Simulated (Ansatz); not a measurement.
# C₂H₈BFSi: up Jacob's ladder to CCSD(T)

How much do the methods differ for C₂H₈BFSi? The plan is to run it at one geometry with functionals of several rungs and with coupled cluster, and see how far each lands from CCSD(T) at the basis-set limit for the atomisation energy.

Program: Ansatz 0.2.0, Gaussian basis. Level of theory: functionals in def2-TZVPP, the program's frozen cores in correlated methods. These are calculated values, not measurements.

The runs, in order: PBE-D4, r2SCAN-D4, PBE0-D4, B3LYP-D4, ωB97X-V, ωB97M-V, B2PLYP; CCSD(T)/def2-TZVPP; MP2/def2-QZVPP; extrapolation to the limit.

### 1 The relaxed structure

An earlier PBE0-D4 in a triple-zeta def2 set relaxation fixed the geometry.

13 atoms, charge 0, spin multiplicity 1.

Atoms are counted from 1 here; the program's logs count them from 0.

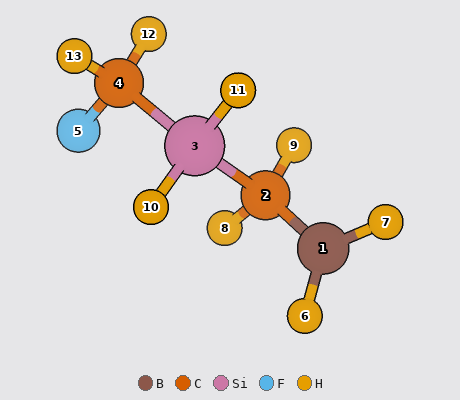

The geometry (boron brown, carbon orange, silicon pink, fluorine blue, hydrogen amber); atoms are numbered from 1 in the order of the file.

### 2 PBE-D4 (GGA)

in.yaml reads:

```yaml
crystal:
  periodic: [false, false, false]
  atoms:
    - {symbol: B, position_ang: [-0.581778, 1.546248, 1.606877]}
    - {symbol: C, position_ang: [-0.739879, 0.850867, 0.250891]}
    - {symbol: Si, position_ang: [0.551658, -0.525535, 0.171813]}
    - {symbol: C, position_ang: [0.444151, -1.364280, -1.525131]}
    - {symbol: F, position_ang: [0.613490, -0.424893, -2.537807]}
    - {symbol: H, position_ang: [0.213222, 2.431044, 1.749115]}
    - {symbol: H, position_ang: [-1.198603, 1.170192, 2.562965]}
    - {symbol: H, position_ang: [-0.493956, 1.471882, -0.617013]}
    - {symbol: H, position_ang: [-1.697722, 0.343095, 0.101029]}
    - {symbol: H, position_ang: [1.920882, 0.018787, 0.360595]}
    - {symbol: H, position_ang: [0.299589, -1.574846, 1.196874]}
    - {symbol: H, position_ang: [-0.529026, -1.846440, -1.668199]}
    - {symbol: H, position_ang: [1.218371, -2.130922, -1.637108]}
basis:
  gaussian: {orbitals: def2-TZVPP}
hamiltonian: {xc: pbe, dispersion: d4}
output: {forces: true, orbitals: {seedname: orbitals}}
```

On the command line:

```console
$ ansatz run in.yaml --threads 4 --pin off --events-out ev --progress --plain --max-ram 10444MiB
```

Further steps of the session: r2SCAN-D4 (meta-GGA); PBE0-D4 (hybrid); B3LYP-D4 (hybrid); ωB97X-V (range-separated); ωB97M-V (range-separated); B2PLYP (double hybrid); CCSD(T) in def2-TZVPP; MP2 in def2-QZVPP.

Q: Predict the results of all the runs planned. Wanted: atomisation energy, CCSD(T)/CBS; farthest; mean size of error, hybrid; mean size of error, range-separated; gap, smallest and largest; T1 diagnostic; triples share of the correlation energy.

As calculated:

```
                               quantity                                 value
        atomisation energy, CCSD(T)/CBS                         4624.8 kJ/mol
 functionals within 23.1 kJ/mol (0.5 %)                     PBE0-D4, B3LYP-D4
                               farthest                 PBE-D4 (+62.0 kJ/mol)
             mean size of error, hybrid                           14.7 kJ/mol
    mean size of error, range-separated                           26.7 kJ/mol
              gap, smallest and largest  4.82 eV (PBE-D4), 11.73 eV (ωB97X-V)
                          T1 diagnostic                                0.0114
triples share of the correlation energy                                 3.4 %
```

What this shows: PBE-D4 is off by +62.0 kJ/mol. Double hybrids carry the basis error of their MP2 part in triple zeta, and no dispersion term here, so their miss is partly the set-up's. Misses under about 23.1 kJ/mol are within the doubt on the reference itself, which lacks core-valence correlation, relativity and higher excitations. Hartree-Fock recovers 76 % of the binding; the rest is correlation. Orbital gaps span 4.8 to 11.7 eV; exact exchange widens them.
